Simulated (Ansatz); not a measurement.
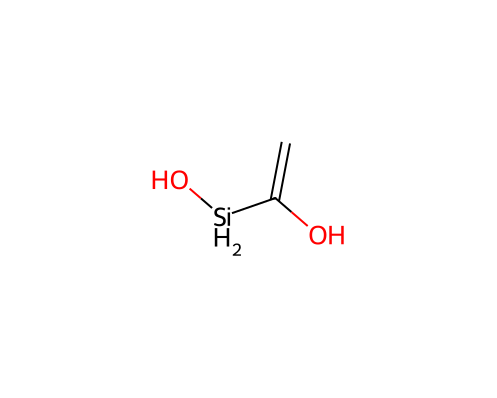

Simulated data, not a measurement (program: Ansatz).

Give its SMILES.

C=C(O)[SiH2]O

Give the formula, hydrogens included.

C2H6O2Si.
